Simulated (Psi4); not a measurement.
**BNH3Cl (SMILES NBCl) at 3 levels**

We compute a comparison of 3 runs (B3LYP/6-31+G*, wB97X/6-311G**, CCSD(T)/6-31G) of BNH3Cl. 

The results are computed with Psi4 1.11.

## (1) The system as given

The species is BNH3Cl (6 atoms), meant as a singlet with charge 0. SMILES: `NBCl`. Geometry: relaxed at PBE0-D4/def2-TZVP.

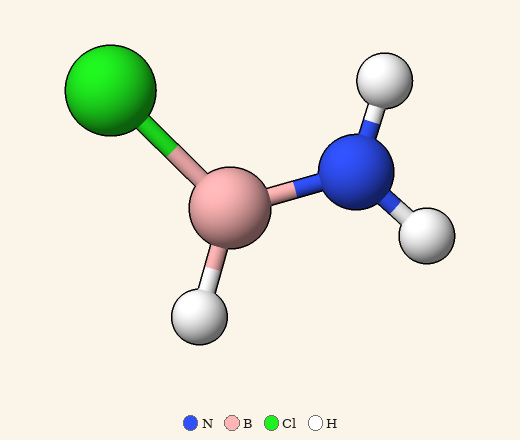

The structure, seen from a chosen angle (nitrogen blue, boron pink, chlorine green, hydrogen white).

## (2) A single-point energy at B3LYP/6-31+G(d) (spherical functions) (run 1)

bclh3n.xyz reads:

```xyz
6
BClH3N
N     -0.395600    -0.007800    -0.658000
B      0.369600    -0.158900     0.483700
Cl     0.529900     1.189300     1.616000
H     -0.511800    -0.749300    -1.326600
H     -0.878600     0.844500    -0.888200
H      0.928800    -1.181900     0.727100
```

run_ase.py reads:

```python
import numpy as np
from ase.calculators.psi4 import Psi4
from ase.io import read

atoms = read('bclh3n.xyz')
calc = Psi4(atoms=atoms, method='b3lyp', basis='6-31+G*', memory='1600MB', num_threads=1, charge=0, multiplicity=1, label='psi4-calc')
calc.psi4.set_options({'puream': True, 'e_convergence': 1e-09, 'd_convergence': 1e-08, 'scf_type': 'pk', 'dft_radial_points': 99, 'dft_spherical_points': 590})
atoms.calc = calc

print(f'energy: {atoms.get_potential_energy():.6f} eV')
```

Run with:

```bash
$ python run_ase.py
```

psi4-calc.dat:

```text
[...]
  Running in c1 symmetry.
[...]
  Nuclear repulsion =   85.398153537645072
[...]
  Multiplicity = 1
[...]
  Nalpha       = 16
  Nbeta        = 16
[...]
    Number of basis functions: 64
[...]
   @RKS iter   1:  -541.38584615709169   -1.61634e-01   1.25942e-02 ADIIS/DIIS
[...]
   @RKS iter  11:  -541.69352428330092   -2.16005e-12   3.22755e-09 DIIS
[...]
    Orbital Energies [Eh]
    ---------------------
    Doubly Occupied:
       1A   -101.516342     2A    -14.351339     3A     -9.448698
       4A     -7.209116     5A     -7.204011     6A     -7.202724
       7A     -6.791925     8A     -0.898806     9A     -0.823510
      10A     -0.545074    11A     -0.538310    12A     -0.437054
      13A     -0.376362    14A     -0.356074    15A     -0.307319
      16A     -0.300132
[...]
  @RKS Final Energy:  -541.69352428330092
   => Energetics <=
    Nuclear Repulsion Energy =             85.3981535376450722
    One-Electron Energy =                -914.3331755823589901
    Two-Electron Energy =                 319.8243462054524571
    DFT Exchange-Correlation Energy =     -32.5828484440393851
    Empirical Dispersion Energy =           0.0000000000000000
    VV10 Nonlocal Energy =                  0.0000000000000000
    Total Energy =                       -541.6935242833009170
[...]
 Multipole Moments:
 ------------------------------------------------------------------------------------
     Multipole            Electronic (a.u.)      Nuclear  (a.u.)        Total (a.u.)
 ------------------------------------------------------------------------------------
 L = 1.  Multiply by 2.5417464519 to convert [e a0] to [Debye]
 Dipole X            :          1.0467294           -1.5168329           -0.4701036
 Dipole Y            :          2.2156262           -2.5325794           -0.3169532
 Dipole Z            :          3.1298759           -4.0964306           -0.9665546
 Magnitude           :                                                    1.1205733
[...]
```

On the terminal:

```text
energy: -14740.231596 eV
```

Run time: 9.3 s. Hardware: 1 thread of Intel Xeon at 2.80GHz (Skylake/Cascade Lake), shared host; peak memory 0.84 GiB.

## (3) The energy at wB97X/6-311G(d,p) (run 2)

bclh3n.py reads:

```python
import psi4

psi4.set_memory(1600000000)
psi4.set_num_threads(1)
psi4.core.set_output_file('output.dat', False)

molecule = psi4.geometry("""
0 1
N     -0.395600    -0.007800    -0.658000
B      0.369600    -0.158900     0.483700
Cl     0.529900     1.189300     1.616000
H     -0.511800    -0.749300    -1.326600
H     -0.878600     0.844500    -0.888200
H      0.928800    -1.181900     0.727100
symmetry c1
""")

psi4.set_options({
    'basis': '6-311G**',
    'puream': True,
    'e_convergence': 1e-09,
    'd_convergence': 1e-08,
    'scf_type': 'pk',
    'dft_radial_points': 99,
    'dft_spherical_points': 590,
})

E, wfn = psi4.energy('wb97x', molecule=molecule, return_wfn=True)
psi4.oeprop(wfn, 'MAYER_INDICES', 'MULLIKEN_CHARGES', 'QUADRUPOLE', title='WB97X')
print('E =', round(E, 9))
```

Run with:

```bash
$ python bclh3n.py
```

output.dat:

```text
[...]
  Running in c1 symmetry.
[...]
  Nuclear repulsion =   85.398153537645072
[...]
  Multiplicity = 1
[...]
  Nalpha       = 16
  Nbeta        = 16
[...]
    Number of basis functions: 80
[...]
   @RKS iter   1:  -541.56025213882310   -4.26995e-01   7.51295e-03 DIIS/ADIIS
[...]
   @RKS iter  11:  -541.70302367672400   -6.70752e-12   7.28532e-09 DIIS
[...]
  @RKS Final Energy:  -541.70302367672400
   => Energetics <=
    Nuclear Repulsion Energy =             85.3981535376450722
    One-Electron Energy =                -914.4470241352992161
    Two-Electron Energy =                 317.2729612583297580
    DFT Exchange-Correlation Energy =     -29.9271143373996225
    Empirical Dispersion Energy =           0.0000000000000000
    VV10 Nonlocal Energy =                  0.0000000000000000
    Total Energy =                       -541.7030236767240012
[...]
 Multipole Moments:
 ------------------------------------------------------------------------------------
     Multipole            Electronic (a.u.)      Nuclear  (a.u.)        Total (a.u.)
 ------------------------------------------------------------------------------------
 L = 1.  Multiply by 2.5417464519 to convert [e a0] to [Debye]
 Dipole X            :          1.0229575           -1.5168329           -0.4938754
 Dipole Y            :          2.1697252           -2.5325794           -0.3628542
 Dipole Z            :          3.0616700           -4.0964306           -1.0347606
 Magnitude           :                                                    1.2026244
 L = 2.  Multiply by 1.3450342976 to convert [e a0^2] to [Debye ang]
 Quadrupole XX       :        -42.5358062           23.7531598          -18.7826464
 Quadrupole XY       :        -16.6509570           16.6493422           -0.0016148
[...]
  Mulliken Charges: (a.u.)
   Center  Symbol    Alpha    Beta     Spin     Total
       1     N     3.70827  3.70827  0.00000 -0.41654
       2     B     2.42771  2.42771  0.00000  0.14458
       3    CL     8.59926  8.59926  0.00000 -0.19853
       4     H     0.38552  0.38552  0.00000  0.22897
       5     H     0.38592  0.38592  0.00000  0.22815
       6     H     0.49332  0.49332  0.00000  0.01336
   Total alpha = 16.00000, Total beta = 16.00000, Total charge = -0.00000
  Mayer Bond Indices:
[...]
```

Standard output:

```text
E = -541.703023677
```

Wall time 13 s (1 thread of Intel Xeon at 2.80GHz (Skylake/Cascade Lake), shared host); peak memory 0.96 GiB.

## (4) A single-point energy at CCSD(T)/6-31G (run 3)

input.dat reads:

```
memory 1600 mb

molecule {
  N
  B 1 r2
  Cl 2 r3 1 a3
  H 1 r4 2 a4 3 d4
  H 1 r5 4 a5 2 d5
  H 2 r6 1 a6 4 d6

  r2 = 1.382693
  r3 = 1.767892
  a3 = 119.71538
  r4 = 1.005162
  a4 = 122.18092
  d4 = 179.98562
  r5 = 1.006328
  a5 = 114.654
  d5 = -179.99702
  r6 = 1.190998
  a6 = 121.49681
  d6 = -0.00695
  symmetry c1
  no_reorient
  no_com
}

set {
  puream          true
  e_convergence   1e-09
  d_convergence   1e-08
  scf_type        pk
  num_frozen_docc 7
}

E, wfn = energy('ccsd(t)/6-31G', return_wfn=True)
print_variables()
```

Run with:

```bash
$ psi4 -n 1 input.dat output.dat
```

output.dat:

```text
[...]
  Running in c1 symmetry.
[...]
  Nuclear repulsion =   85.398168552901993
[...]
  Multiplicity = 1
[...]
  Nalpha       = 16
  Nbeta        = 16
[...]
    Number of basis functions: 37
[...]
   @RHF iter   1:  -540.33995084311186   -4.94462e-01   9.32348e-03 DIIS/ADIIS
[...]
   @RHF iter  10:  -540.40002554164778   -2.16005e-12   6.46379e-09 DIIS
[...]
    Orbital Energies [Eh]
    ---------------------
    Doubly Occupied:
       1A   -104.794371     2A    -15.578201     3A    -10.538875
       4A     -8.007178     5A     -8.003738     6A     -8.003460
       7A     -7.665769     8A     -1.192868     9A     -1.095212
      10A     -0.734261    11A     -0.708414    12A     -0.595179
      13A     -0.511426    14A     -0.496982    15A     -0.439088
      16A     -0.430457
[...]
  @RHF Final Energy:  -540.40002554164778
   => Energetics <=
    Nuclear Repulsion Energy =             85.3981685529019927
    One-Electron Energy =                -914.0054288842143251
    Two-Electron Energy =                 288.2072347896645397
    Total Energy =                       -540.4000255416477785
[...]
 Multipole Moments:
 ------------------------------------------------------------------------------------
     Multipole            Electronic (a.u.)      Nuclear  (a.u.)        Total (a.u.)
 ------------------------------------------------------------------------------------
 L = 1.  Multiply by 2.5417464519 to convert [e a0] to [Debye]
 Dipole X            :          0.0001561           -0.0000795            0.0000766
 Dipole Y            :         -2.4601345            3.1514198            0.6912853
 Dipole Z            :          2.8127619           -3.9451271           -1.1323651
 Magnitude           :                                                    1.3266975
[...]
      * MP2 total energy                      = -540.603162617518365
[...]
      * CCSD total energy                     = -540.626216624313997
[...]
      * CCSD(T) total energy                  = -540.631376424526707
[...]
```

It took 3.6 s on 1 thread of Intel Xeon at 2.80GHz (Skylake/Cascade Lake), shared host; peak memory 0.2 GiB.

## (5) The series

```
run                                level  frozen core orbitals         integration grid  energy (Eh)  dipole moment (D)  HOMO energy (eV)  LUMO energy (eV)  wall time
  1  B3LYP/6-31+G* (spherical functions)                     0  99 radial × 590 angular  -541.693524               2.85             -8.17             -0.28      9.3 s
  2                       wB97X/6-311G**                     0  99 radial × 590 angular  -541.703024               3.06            -10.86              2.59       13 s
  3                        CCSD(T)/6-31G                     7                        –  -540.631376                  –            -11.71              4.30      3.6 s
```

## (6) Outcome

| quantity | value |
| --- | --- |
| run 3: total energy | -540.63138 Eh |
| run 3: HOMO energy (Hartree–Fock orbitals) | -11.71 eV |
| run 3: LUMO energy (Hartree–Fock orbitals) | 4.30 eV |
| run 3: HOMO–LUMO gap (Hartree–Fock orbitals) | 16.01 eV |
| run 3: correlation energy (7 core orbitals frozen) | -231.4 mEh |
| run 3: (T) correction | -5.16 mEh |
| run 3: T1 diagnostic | 0.014 |

In words: Totals of different functionals can't be ranked against each other. All runs together took 26 s, the longest 13 s.
